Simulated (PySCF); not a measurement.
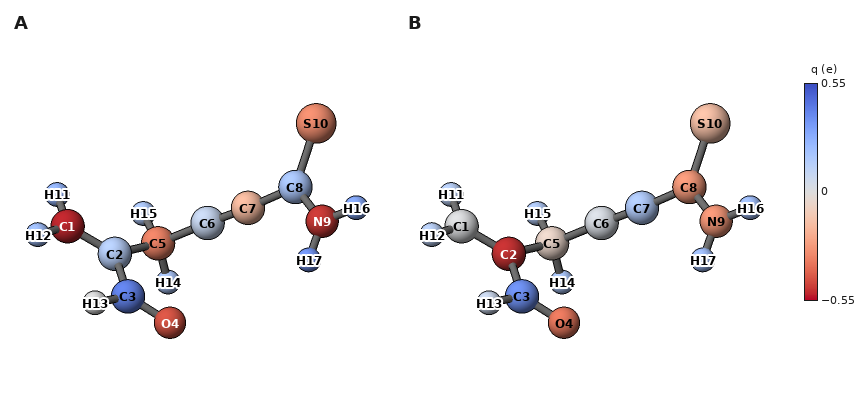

Atomic charges of one calculation by 2 schemes, on one colour scale. The geometry was computed by an optimisation with GFN2-xTB. No frequency run is at hand to confirm it as a minimum. Computed with PBE0/pcSseg-1 (PySCF 2.14.0).

### The schemes are ESP-fitted, Mulliken. Which panel shows which?

A ESP-fitted, B Mulliken.

List the charges (e), one line for each set of equivalent atoms.

| atom | ESP-fitted | Mulliken |
| --- | --- | --- |
| C1 | −0.51 | 0.01 |
| C2 | 0.14 | −0.49 |
| C3 | 0.41 | 0.37 |
| O4 | −0.43 | −0.35 |
| C5 | −0.33 | −0.06 |
| C6 | 0.08 | 0.02 |
| C7 | −0.17 | 0.16 |
| C8 | 0.18 | −0.27 |
| N9 | −0.48 | −0.28 |
| S10 | −0.30 | −0.15 |
| H11 | 0.24 | 0.13 |
| H12 | 0.21 | 0.13 |
| H13 | 0.00 | 0.07 |
| H14 | 0.17 | 0.17 |
| H15 | 0.16 | 0.15 |
| H16 | 0.28 | 0.20 |
| H17 | 0.35 | 0.20 |
